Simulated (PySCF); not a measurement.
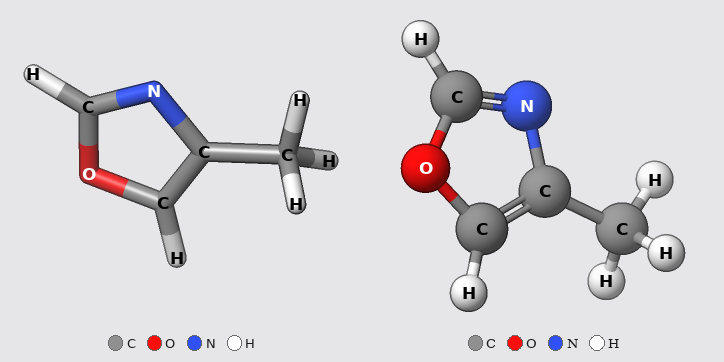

Both panels show the same species.

Question: Count the atoms of each element.

Answer: C4H5NO, 11 atoms: 4 carbon, 5 hydrogen, 1 nitrogen and 1 oxygen.

Question: Count the bonded pairs by element.

Answer: 5 C–H, 2 C–C, 2 C–O, 2 C–N.

More results for the same structure follow; atom numbers are the same in all pictures, views and colours differ. Computed geometry: PBE0-D3(BJ)/def2-SVP optimisation. No frequency run is at hand to confirm it as a minimum.

Shape

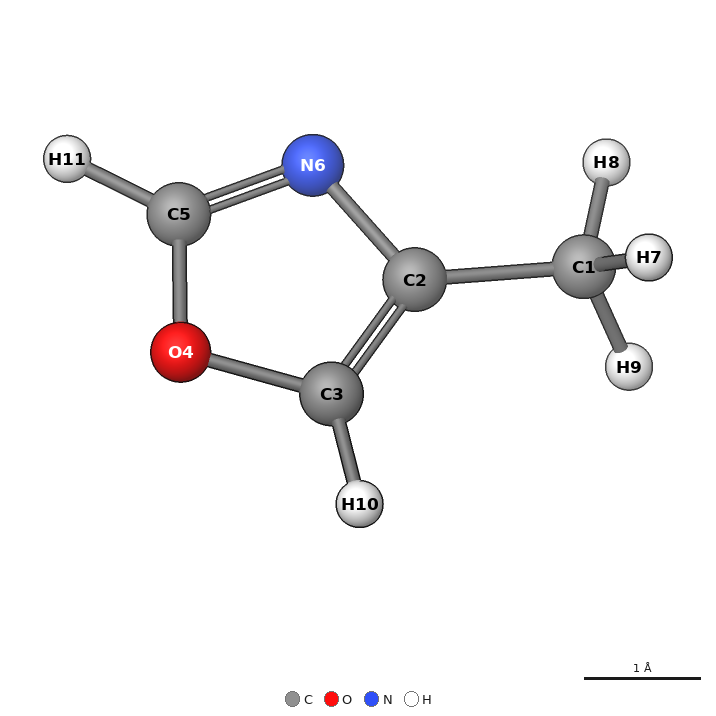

Atoms carry their numbers in the input. No frequency run is at hand to confirm it as a minimum.

List the bonds and their lengths.

```
  bond  length (Å)     order
 C1–C2       1.490    single
 C1–H7       1.101    single
 C1–H8       1.098    single
 C1–H9       1.100    single
 C2–C3       1.364  aromatic
 C2–N6       1.384  aromatic
 C3–O4       1.357  aromatic
C3–H10       1.086    single
 O4–C5       1.340  aromatic
 C5–N6       1.290  aromatic
C5–H11       1.089    single
```

Levels of theory compared

No frequency run is at hand to confirm it as a minimum. Program: PySCF 2.14.0.

Compare HOMO–LUMO gap (eV), HOMO energy (eV) at these levels: B3LYP/pcJ-1; CAM-B3LYP/def2-SVPD; KT2/pcSseg-2; PBE0/pcSseg-1.

```
              level  HOMO–LUMO gap (eV)  HOMO energy (eV)
        B3LYP/pcJ-1                6.51             −6.80
CAM-B3LYP/def2-SVPD                9.26             −8.34
       KT2/pcSseg-2                4.78             −5.88
      PBE0/pcSseg-1                6.97             −7.02
```

Spin–spin coupling

No frequency run is at hand to confirm it as a minimum. Properties computed with B3LYP/pcJ-1 indirect spin-spin coupling, non-relativistic, gas phase (PySCF 2.14.0). Isotopes: 13C, 1H, 15N, 17O.

Give the spin–spin coupling constants of these pairs, with the number of bonds between them: C2/N6, C1/N6, C3/N6, O4/N6, N6/H11, N6/H8, N6/H7, N6/H9, N6/H10.

```csv
pair,bonds apart,J (Hz)
"C2, N6",1,3.1
"C1, N6",2,−8.9
"C3, N6",2,1.5
"O4, N6",2,−3.4
"N6, H11",2,−14.8
"N6, H8",3,−2.7
"N6, H7",3,−1.6
"N6, H9",3,−2.5
"N6, H10",3,−0.7
```

Excitation

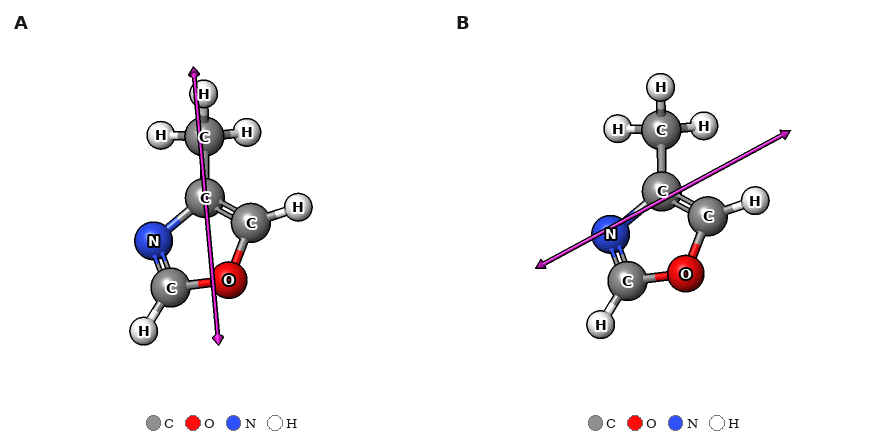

The double arrows show the directions of two transition dipoles from the ground state (lengths mean nothing). No frequency run is at hand to confirm it as a minimum. Level of theory: TDDFT CAM-B3LYP/def2-SVPD, vertical, gas phase, core orbitals frozen in the response (PySCF 2.14.0).

Question: One belongs to singlet state 1 and one to singlet state 9. Which is which?

Answer: A: state 9, 8.40 eV (148 nm), oscillator strength 0.39, mainly HOMO−2 → LUMO (weight 0.67).
B: state 1, 6.21 eV (200 nm), oscillator strength 0.12, mainly HOMO → LUMO (weight 0.96).
